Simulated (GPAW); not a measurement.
# BaTiO3: optical spectrum from first principles, part 2 of 2

Wanted: where BaTiO3 starts to absorb, how strongly, and its refractive index.

GPAW 26.7.0; DFT, PBE, plane-wave PAW (GPAW data sets), scalar-relativistic, RPA, optical limit.

So far. Step 2 (Ground state): There is a gap, 1.78 eV on this mesh (points off the mesh can give less), so no carriers' term is needed.

**4. Dielectric function, RPA (continued)**

Some rows of df_x.csv (energy; Re and Im without local fields; Re and Im with them):

```text
0.000000, 6.293977, 0.000000, 6.035045, 0.000000
0.555532, 6.371696, 0.043654, 6.108910, 0.041467
1.143969, 6.660524, 0.113069, 6.382928, 0.107102
1.768324, 7.435962, 0.392435, 7.115376, 0.369747
2.431988, 8.445585, 1.661289, 8.062615, 1.536885
3.138794, 8.335846, 4.195960, 8.043498, 3.867624
3.893091, 6.247349, 7.292101, 6.432399, 6.856554
4.699832, 1.950451, 4.110126, 1.904911, 4.293482
5.564682, 3.141067, 2.536737, 2.913901, 2.650554
6.494155, 4.103676, 2.956528, 3.796429, 2.983864
7.495775, 2.485891, 3.827514, 2.020757, 3.855122
8.578281, 2.303088, 4.682619, 1.945422, 4.443463
9.751884, 0.982023, 4.326910, 0.768904, 3.869894
11.028587, -0.064009, 2.726199, -0.097398, 2.564186
12.422601, -0.019400, 1.384876, -0.293413, 1.371870
13.950874, 1.268330, 0.917038, 0.847209, 0.858814
15.633783, 2.085107, 1.563140, 1.138830, 1.117204
17.496047, 2.020307, 3.077977, 1.231494, 1.511317
19.567954, -1.928912, 2.850094, 1.320965, 1.551798
```

The Im ε, E ∥ x has structure finer than the step of the table below, so its rows give means over 1 eV, whole bins alone (the curve runs from 0 to 19.9 eV). Peaks (eV: height): 4.0: 7.22, 7.2: 4.59, 9.0: 4.54, 18.3: 1.79.

Values under the direct gap are tails of Lorentzian lines. The Im ε, E ∥ x by photon energy; means over each step:

```csv
photon energy (eV),"Im ε, E ∥ x"
1,0.0948
2,0.774
3,3.47
4,6.22
5,3.77
6,2.95
7,4.16
8,3.84
9,4.27
10,3.71
11,2.76
12,1.85
13,0.955
14,0.813
15,1.09
16,1.18
17,1.44
18,1.60
19,1.51
```

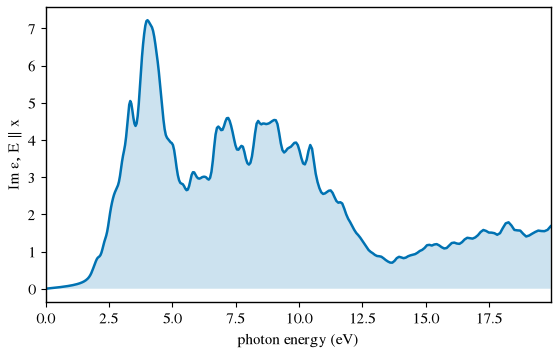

Im ε, E ∥ x against photon energy.

Table of Re ε, E ∥ x by photon energy:

```csv
photon energy (eV),"Re ε, E ∥ x"
0,6.04
2,7.39
4,5.38
6,3.13
8,2.28
10,0.247
12,-0.472
14,0.852
16,1.32
18,1.38
```

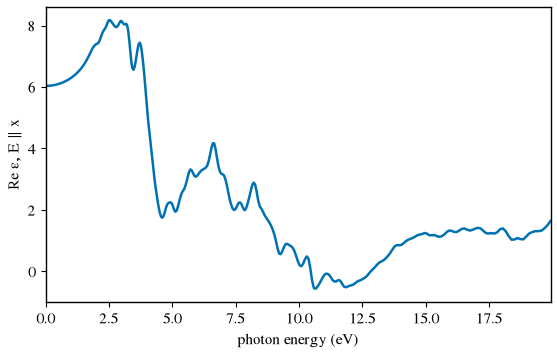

Re ε, E ∥ x against photon energy.

The loss function −Im 1/ε at q → 0, E ∥ x has structure finer than the step of the table below, so its rows give means over 2 eV, whole bins alone (the curve runs from 0 to 19.9 eV). Peaks (eV: height): 13.0: 1.08.

Values under the direct gap are tails of Lorentzian lines. The loss function −Im 1/ε at q → 0, E ∥ x by energy loss; means over each step:

```csv
energy loss (eV),"loss function −Im 1/ε at q → 0, E ∥ x"
2,0.0163
4,0.109
6,0.162
8,0.188
10,0.276
12,0.597
14,0.663
16,0.395
18,0.398
```

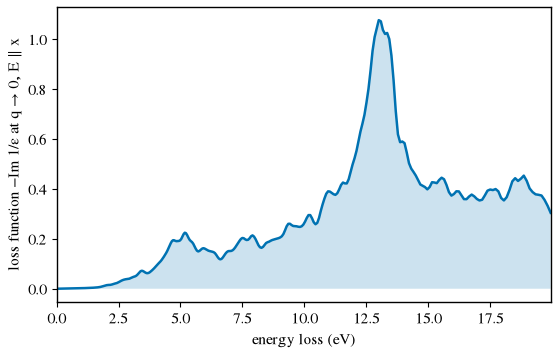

Loss function −Im 1/ε at q → 0, E ∥ x, plotted against energy loss.

The reflectivity at normal incidence, E ∥ x has structure finer than the step of the table below, so its rows give means over 1 eV, whole bins alone (the curve runs from 0 to 19.9 eV). Peaks (eV: height): 4.0: 30.2, 7.2: 22.6, 9.2: 25.8, 10.6: 29.8, 11.9: 27.1, 18.3: 9.95.

Table of reflectivity at normal incidence, E ∥ x by photon energy; means over each step:

```csv
photon energy (eV),"reflectivity at normal incidence, E ∥ x (%)"
1,18.6
2,21.6
3,25.3
4,28.6
5,19.4
6,15.9
7,21.0
8,19.6
9,23.7
10,24.1
11,25.7
12,25.4
13,14.4
14,4.10
15,4.96
16,5.48
17,7.13
18,8.46
19,7.97
```

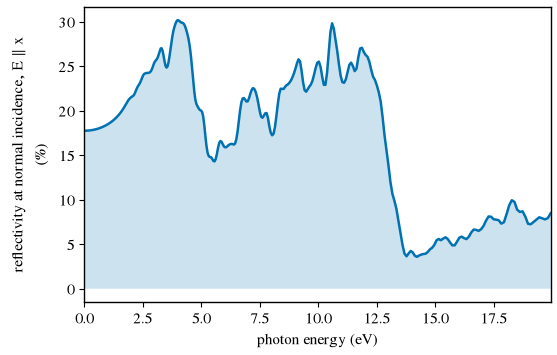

Reflectivity at normal incidence, E ∥ x against photon energy.

Table of refractive index n and extinction k by photon energy:

```csv
photon energy (eV),n,k
0,2.46,0
2,2.72,0.140
4,2.68,1.34
6,1.93,0.773
8,1.78,0.942
10,1.42,1.33
12,0.838,1.08
14,1.01,0.419
16,1.25,0.485
18,1.32,0.596
```

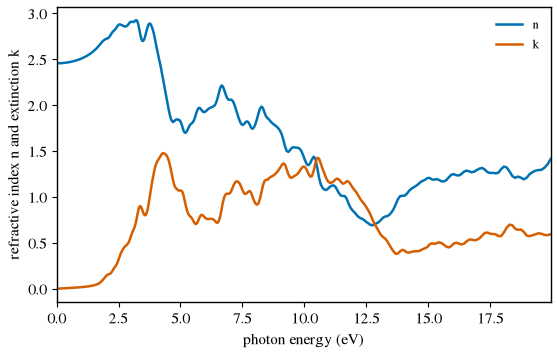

Refractive index n and extinction k against photon energy.

From ε follow the optical constants at some laser and lamp lines:

```csv
wavelength (nm),n,k,R (%),1/α
1550,2.49,0.013,18.2,9.6 µm
1064,2.53,0.022,18.8,3.9 µm
532,2.82,0.228,22.9,185 nm
405,2.91,0.618,25.7,52 nm
308,2.64,1.365,30.2,18 nm
248,1.82,1.070,20.0,18 nm
193,2.02,0.728,16.3,21 nm
```

Below the direct gap, k and the depth come from the tails of the Lorentzian lines, not from transitions.

Rows near the edge hang on the gap, which this functional as a rule makes too small, and phonon-assisted absorption is left out.

**5. Summary of results**

| Quantity | Value |
| --- | --- |
| electronic dielectric constant ε∞, mean over x, y and z (by symmetry where fewer were run) (RPA) | 6.04 |
| main peak of Im epsilon, first axis | 4.02 eV |
| centre of weight of the strongest loss peak in the window, first axis | 13.1 eV |

**Reading.** At this level (PBE, RPA) BaTiO3 has ε∞ = 6.04 and n = 2.49 at 1550 nm, and Im ε peaks at 4.0 eV. On the mesh the gap is 1.78 eV and the least direct gap 1.92 eV, so on this mesh the band edges lie at different points. Local fields change the static value along x from 6.29 to 6.04 (-4 %). Distinct maxima of Im ε, read by a parabola through the highest points, lie at 3.35 eV (5.1), 4.02 eV (7.2), 7.19 eV (4.6) and 9.04 eV (4.5). Excitons and phonon-assisted transitions are missing; PBE gaps are as a rule too small, which pulls the onset down and ε∞ up. Spin-orbit coupling is left out although heavy atoms are present. The sum runs over mesh points, so small or evenly spaced maxima can still be ripples of the mesh. The curves end at 20 eV, about where the summed bands run out. In this version of GPAW the matrix elements of the optical limit are incomplete, which can lower ε − 1 by up to a tenth where first-row anions or d states rule, and shift it by more in d metals.

[Machine, clock and banner lines and Python warnings are left out of the logs.]

[Logs are printed without paths, hosts, clocks, repeated set-up lines and the standing remarks that a program may print on its own settings, such as how far it seeks lower states.]

[Hosts, paths, dates, database ids (printed as entryN), source tags and the programs' standing remarks are cut or masked in the printed files.]
